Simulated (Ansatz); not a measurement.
Profile along the Mo–Mo line in Mo3Os (A15, Cr3Si type)

Mo$_{3}$Os (A15, Cr3Si type)

```
Mo3Os
1.0
    4.91589     0.00000     0.00000
    0.00000     4.91589     0.00000
    0.00000     0.00000     4.91589
Mo Os
6 2
Cartesian
  1.22897   0.00000   2.45794
  3.68691   0.00000   2.45794
  2.45794   3.68691   0.00000
  2.45794   1.22897   0.00000
  0.00000   2.45794   3.68691
  0.00000   2.45794   1.22897
  0.00000   0.00000   0.00000
  2.45794   2.45794   2.45794
```

Fields along a shortest Mo–Mo line of a {110} plane (2.46 Å), from Mo to Mo, interpolated on the slice's grid (step about 0.3 Å). Computed with LDA (plane waves to 420 eV, PAW, scalar-relativistic; Ansatz, a quantum-chemistry and plane-wave program). k mesh 10×10×10. Inside the PAW spheres the values are not all-electron values, and peaks at nuclei hang on which shells count as valence. Mo3Os is run without spin polarisation. Mo3Os was relaxed with its symmetry unable to fall. Spin-orbit coupling is left out, though Os is heavy.

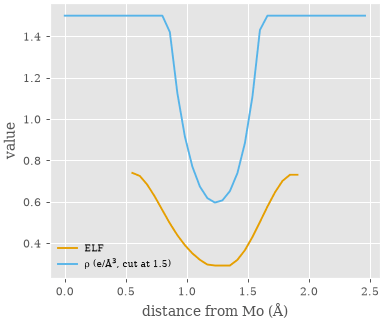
Figure. ELF (away from the nuclei) and valence density from Mo to Mo.

Density on the Mo–Mo line (2.46 Å) at its midpoint: 0.60 e/Å³. ELF at that point: 0.3.
